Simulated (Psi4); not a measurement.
**[C3H3]− (SMILES C#C[CH2-]), run twice**

Wanted: the energy of [C3H3]−, LC-wPBE-D3(BJ)/6-311++G(2d,2p) (density fitting).

Program for the calculation: Psi4 1.11.

3 further runs of the same task are left out: 3 set aside as unsound or not needed.

## 1. The structure to begin with

[C3H3]− has 6 atoms, charge -1, and is taken as a singlet. As SMILES, `C#C[CH2-]`. The coordinates come from a GFN2-xTB relaxation.

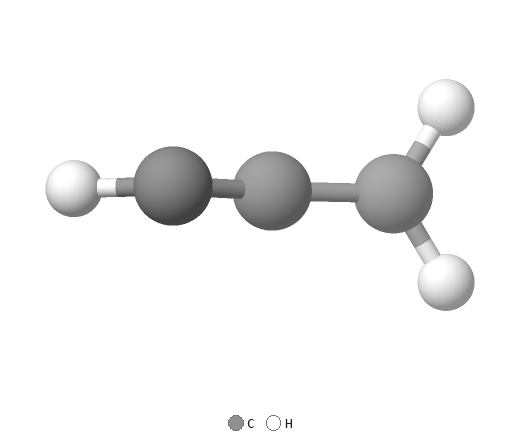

The structure, seen from a chosen angle (carbon grey, hydrogen white).

## 2. Try one

Contents of calc.dat:

```
memory 1.6 GB

molecule system {
  -1 1
  C
  C 1 R2
  C 2 R3 1 A3
  H 1 R4 2 A4 3 D4
  H 3 R5 2 A5 1 D5
  H 3 R6 5 A6 2 D6

  R2 = 1.254889
  R3 = 1.342783
  A3 = 164.39021
  R4 = 1.090988
  A4 = 129.2458
  D4 = 179.86596
  R5 = 1.091948
  A5 = 122.34906
  D5 = 90.76908
  R6 = 1.09141
  A6 = 115.2451
  D6 = -179.56398
}

set {
  basis 6-311++G(2d,2p)
  scf_type mem_df
  d_convergence 1e-14
  maxiter 50
}

e_tot, wfn = energy("lc-wpbe-d3bj", return_wfn=True)
```

The run is started by

```sh
$ psi4 -i calc.dat -o calc.out -n 1
```

calc.out:

```text
Psi4 1.11 release

   => Loading Basis Set <=

    Name: 6-311++G(2D,2P)
    Role: ORBITAL
    Keyword: BASIS

   => WPBE-D3(BJ): Empirical Dispersion <=

        s6 =       1.000000
        s8 =       1.854100
        a1 =       0.391900
        a2 =       5.089700

         ---------------------------------------------------------
                                   SCF
                              RKS Reference
                        1 Threads,   1525 MiB Core
         ---------------------------------------------------------

  ==> Geometry <==

    Molecular point group: c1
    Full point group: C1

    Geometry (in Angstrom), charge = -1, multiplicity = 1:

[... 151 lines left out ...]
   @DF-RKS iter   2:  -115.81092856080819   -1.36908e-01   4.68294e-03 ADIIS/DIIS
[... 5 lines left out ...]
   @DF-RKS iter   8:  -115.95917502039524   -7.42632e-06   4.01248e-06 DIIS
[... 5 lines left out ...]
   @DF-RKS iter  14:  -115.95917565886008   -4.10694e-12   2.44695e-09 DIIS
[... 5 lines left out ...]
   @DF-RKS iter  20:  -115.95917565886018    9.94760e-14   5.08622e-12 DIIS
[... 5 lines left out ...]
   @DF-RKS iter  26:  -115.95917565886053   -5.68434e-14   1.43141e-13 DIIS
[... 5 lines left out ...]
   @DF-RKS iter  32:  -115.95917565886040   -1.13687e-13   7.72805e-14 DIIS
[... 5 lines left out ...]
   @DF-RKS iter  38:  -115.95917565886015    1.84741e-13   1.12752e-13 DIIS
[... 5 lines left out ...]
   @DF-RKS iter  44:  -115.95917565886032   -1.84741e-13   1.71418e-13 DIIS
[... 5 lines left out ...]
   @DF-RKS iter  50:  -115.95917565886036   -2.84217e-14   7.23241e-14 DIIS
[... 1 line left out ...]
PsiException: Could not converge SCF iterations in 50 iterations.

  Failed to converge.

psi4.driver.p4util.exceptions.SCFConvergenceError: Could not converge SCF iterations in 50 iterations.

Printing out the relevant lines from the Psithon --> Python processed input file:
    core.IO.set_default_namespace("system")
    core.set_global_option("BASIS", "6-311++G(2d,2p)")
    core.set_global_option("SCF_TYPE", "mem_df")
    core.set_global_option("D_CONVERGENCE", 1e-14)
    core.set_global_option("MAXITER", 50)
--> e_tot, wfn = energy("lc-wpbe-d3bj", return_wfn=True)

!------------------------------------------------------!
!                                                      !
!  Could not converge SCF iterations in 50 iterations. !
!                                                      !
!------------------------------------------------------!

    Psi4 run time: 0:00:18.55
```

Run time: 20 s. Hardware: 1 thread of Intel Xeon 6975P-C (Granite Rapids), shared host; peak memory 0.71 GiB.

## 3. What went wrong

The run stopped without converging.

The log says `Could not converge SCF iterations in 50 iterations.`. The cause is that the convergence threshold is tighter than the arithmetic can reach. To mend it: density convergence threshold at its default in place of 1e-14.

## 4. The mended input

Contents of c3h3.dat:

```
memory 1600 MB

molecule {
  -1 1
  C
  C 1 R2
  C 2 R3 1 A3
  H 1 R4 2 A4 3 D4
  H 3 R5 2 A5 1 D5
  H 3 R6 5 A6 2 D6

  R2 = 1.254889
  R3 = 1.342783
  A3 = 164.39021
  R4 = 1.090988
  A4 = 129.2458
  D4 = 179.86596
  R5 = 1.091948
  A5 = 122.34906
  D5 = 90.76908
  R6 = 1.09141
  A6 = 115.2451
  D6 = -179.56398
}

set basis 6-311++G(2d,2p)
set scf_type mem_df

energy_value, wavefunction = energy('lc-wpbe-d3(bj)', return_wfn=True)
```

The run is started by

```sh
$ psi4 -i c3h3.dat -o c3h3.out -n 1
```

c3h3.out:

```text
[...]
  Running in c1 symmetry.
[...]
  Nuclear repulsion =   53.360248944841167
[...]
  Multiplicity = 1
[...]
  Nalpha       = 11
  Nbeta        = 11
[...]
    Number of basis functions: 111
[...]
   @DF-RKS iter   1:  -115.67402045406268   -7.69386e-01   6.40413e-03 ADIIS/DIIS
[...]
   @DF-RKS iter   9:  -115.95917561926134   -5.98866e-07   8.94748e-07 DIIS
[...]
    Orbital Energies [Eh]
    ---------------------
    Doubly Occupied:
       1A     -9.890038     2A     -9.864907     3A     -9.846281
       4A     -0.695142     5A     -0.592582     6A     -0.409450
       7A     -0.339990     8A     -0.338456     9A     -0.215328
      10A     -0.151346    11A     -0.060569
[...]
  @DF-RKS Final Energy:  -115.95917561926134
   => Energetics <=
    Nuclear Repulsion Energy =             53.3602489448411674
    One-Electron Energy =                -265.4385162965631935
    Two-Electron Energy =                 109.2578851549082657
    DFT Exchange-Correlation Energy =     -13.1361888291015685
    Empirical Dispersion Energy =          -0.0026045933460223
    VV10 Nonlocal Energy =                  0.0000000000000000
    Total Energy =                       -115.9591756192613445
[...]
 Multipole Moments:
 ------------------------------------------------------------------------------------
     Multipole            Electronic (a.u.)      Nuclear  (a.u.)        Total (a.u.)
 ------------------------------------------------------------------------------------
 L = 1.  Multiply by 2.5417464519 to convert [e a0] to [Debye]
 Dipole X            :         -0.0017518           -0.0008895           -0.0026414
 Dipole Y            :          0.2571787            0.1524075            0.4095862
 Dipole Z            :         -0.9949583            1.4971165            0.5021581
 Magnitude           :                                                    0.6480205
[...]
```

Wall time 6.6 s (1 thread of Intel Xeon 6975P-C (Granite Rapids), shared host); peak memory 0.72 GiB.

## 5. What came out

At LC-wPBE-D3(BJ)/6-311++G(2d,2p) (density fitting):

| quantity | value |
| --- | --- |
| total energy | -115.95918 Eh |
| HOMO energy | -1.65 eV |
| LUMO energy | 4.60 eV |
| HOMO–LUMO gap (to an unbound level, set by the basis) | 6.25 eV |
| dispersion energy | -6.84 kJ/mol |
